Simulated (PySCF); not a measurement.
C5H11OS, charge +1, SMILES `CC(=O)C[S+](C)C`.

PySCF calculation, B3LYP/def2-SVPD, gas phase; geometry: GFN2-xTB. No frequency check shows the geometry to be a minimum. GFN2-xTB bond lengths at metals and heavier atoms can be off by up to 0.1 Å and shapes distorted, which carries into these values.

Cartesian coordinates (Å):

```
C1      -2.9217    0.4935   -0.3004
C2      -1.5816   -0.0167    0.0752
O3      -1.3464   -1.0424    0.6631
C4      -0.3727    0.8387   -0.3006
S5       1.0221   -0.0661    0.4742
C6       1.3021   -1.3788   -0.7338
C7       2.3785    1.0448    0.0139
H8      -3.6640   -0.2948   -0.2035
H9      -2.9261    0.8968   -1.3100
H10     -3.1938    1.3025    0.3784
H11     -0.4325    1.8366    0.1339
H12     -0.2394    0.9232   -1.3785
H13      2.2221   -1.8891   -0.4613
H14      0.4762   -2.0811   -0.6625
H15      1.3818   -0.9747   -1.7381
H16      3.3140    0.5594    0.2768
H17      2.2880    1.9589    0.5932
H18      2.3647    1.2700   -1.0473
```

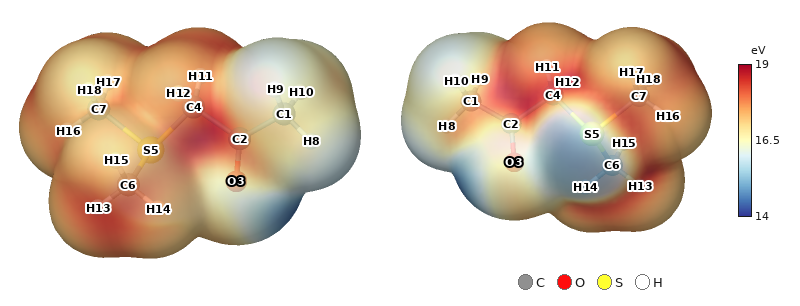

Average local ionisation energy on the surface of electron density 0.001 a.u. (back view left, front view right).

Q: Where are the most loosely bound electrons on this surface?

A: The lowest value is 14.5 eV, 1.8 Å from O3. Further minima include 14.8 eV, 2.1 Å from S5; 15.7 eV, 1.3 Å from H8; 16.9 eV, 1.3 Å from H18. For comparison, the highest occupied orbital lies at −12.0 eV.

The PySCF run took 46 s on 1 thread of Intel(R) Xeon(R) Processor, on a shared host, peak memory 0.95 GiB.
